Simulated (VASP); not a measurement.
Energy against volume of HfC (rock salt). Calculation: r2SCAN meta-GGA, VASP's PBE PAW potentials (set 64) (plane waves; VASP).

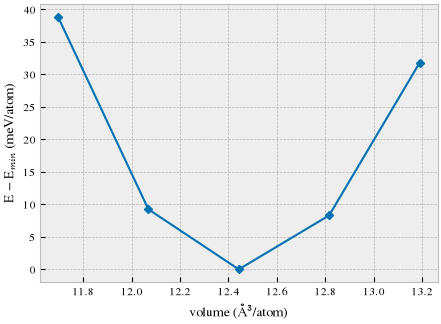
Figure: Energy against volume

Question: Estimate the equilibrium volume and the bulk modulus.

Answer: The minimum lies near 12.4 Å³/atom, and the curvature gives B0 of about 250 GPa.

Measured: a 4.638 Å (computed value off by -0.1 %), as given by Guo-Xu Zhang et al., New Journal of Physics (2018), doi:10.1088/1367-2630/aac7f0. The calculation is for a static lattice, while the measured a holds thermal and zero-point effects, which are part of the difference.

The compound is HfC in the rock salt structure. It was relaxed first.
